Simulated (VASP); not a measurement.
Band structure of LiCl (relaxed from the wurtzite structure, space group P6_3mc). Level of theory: r2SCAN meta-GGA, VASP's PBE PAW potentials (set 64) (plane waves; VASP).

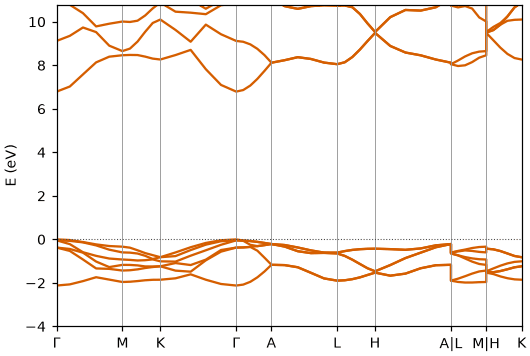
Bands along high-symmetry lines, zero at the valence-band maximum or, without a gap, the Fermi level

Question: Read the plot: is there a gap, and where are the band edges?

Answer: The gap is direct, 6.79 eV, from the valence maximum at Γ to the conduction minimum at Γ.

The structure was generated: LiCl was put into the wurtzite type (P6_3mc), which need not be its known phase. It was relaxed first.
